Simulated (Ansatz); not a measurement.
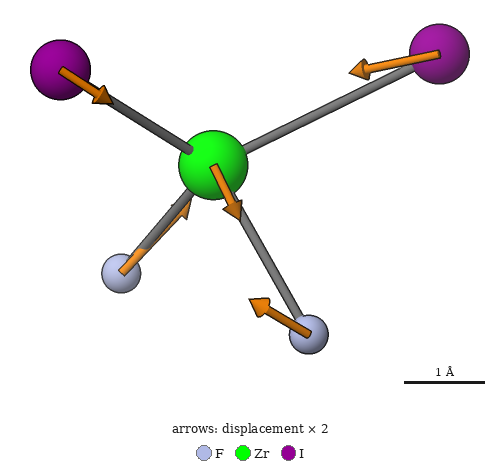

This is a relaxation of ZrI$_{2}$F$_{2}$ (coarse preliminary run). The starting structure is drawn; orange arrows show the displacements, magnified 2 times. The two geometries are superimposed by the best rigid fit.

The picture is a ball-and-stick view, seen at a tilt.

The start comes from a force field.

All numbers below come from RKS PBE-D4/def2-SVP in Ansatz. Set-up: force threshold 0.03 eV/Å; at most 200 steps.

What happened in the run?

An F atom moves most after the best rigid fit: 0.65 Å. Largest moves by element: F 0.65 Å, I 0.62 Å, Zr 0.40 Å. Among the contacts that change: F–Zr 2.537 → 1.897 Å, F–Zr 2.378 → 1.896 Å, I–Zr 3.170 → 2.711 Å, I–Zr 2.835 → 2.711 Å. Among the angles between lasting bonds that change: F–Zr–F 86.6° → 109.3°, F–Zr–I 88.8° → 109.5°, F–Zr–I 127.3° → 109.5°. The energy falls by 122.5 kcal/mol in 7 geometry steps. Largest force component: 4.6 eV/Å at the start, 0.019 eV/Å at the end.
